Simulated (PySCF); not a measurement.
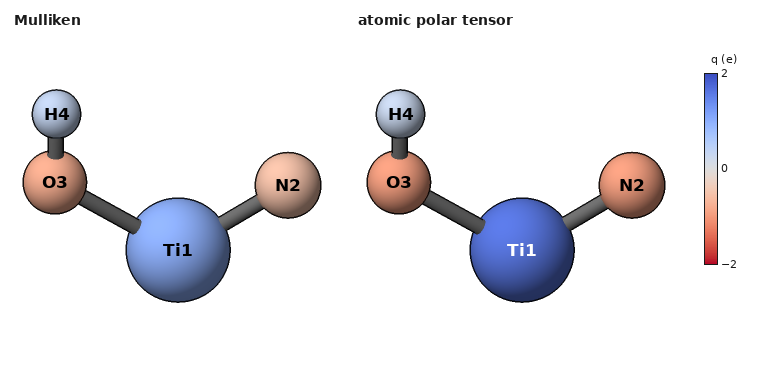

Atomic charges of one calculation by 2 schemes, on one colour scale. The species is neutral and a spin singlet. The computed structure is the end point of a PBE0/def2-TZVP optimisation. Computed with PBE0/def2-TZVP (PySCF 2.14.0).

Question: Which scheme gives the most polar picture (largest mean size of the charges)?

Answer: The atomic polar tensor charges are the largest in size here.

Question: On which atom do the schemes disagree most?

Answer: On Ti1 (from 0.97 to 1.58 e).

List the charges (e), one line for each set of equivalent atoms.

```csv
atom,Mulliken,atomic polar tensor
Ti1,0.97,1.58
N2,−0.52,−0.92
O3,−0.77,−0.93
H4,0.33,0.27
```

The search tried a few shapes and spins; others may lie lower.
